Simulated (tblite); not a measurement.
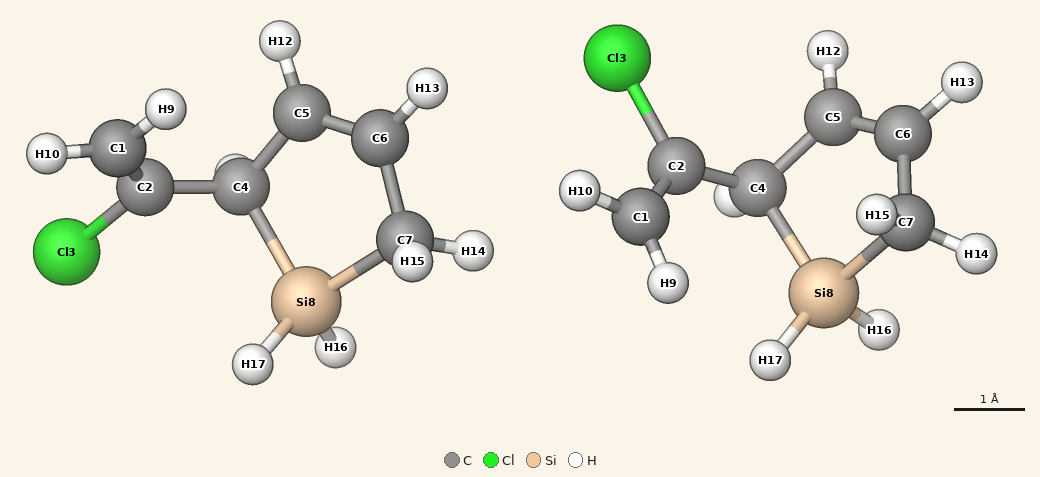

Two geometries of C$_{6}$H$_{9}$ClSi, drawn at one scale. One is the start of a relaxation, the other its converged end. A ball-and-stick model, seen at a tilt.

The calculation used GFN2-xTB geometry optimisation, gas phase (tblite 0.8.0). 

Question: Which of the two is the end point?

Answer: The left one is the relaxed one. After 155 geometry steps the energy has fallen by 13.7 kcal/mol. The Cl atom moves most after the best rigid fit: 2.93 Å. By element the largest moves are Cl 2.93 Å, H 2.52 Å, C 0.98 Å, Si 0.19 Å. Near-neighbour distances that change, for instance: C–Si 1.867 → 1.930 Å, C–Cl 1.795 → 1.742 Å, C–H 1.128 → 1.080 Å, C–C 1.278 → 1.321 Å. Bond angles that change, for instance: C–Si–H 106.8° → 113.6°, C–C–Si 98.6° → 104.8°, H–C–H 111.7° → 106.0°. Groups turn about C–C by about 105°, C–Si by about 30°, C–Si by about 30°. Cost: 1.2 s on 1 thread of Intel(R) Xeon(R) 6975P-C, on a shared host.
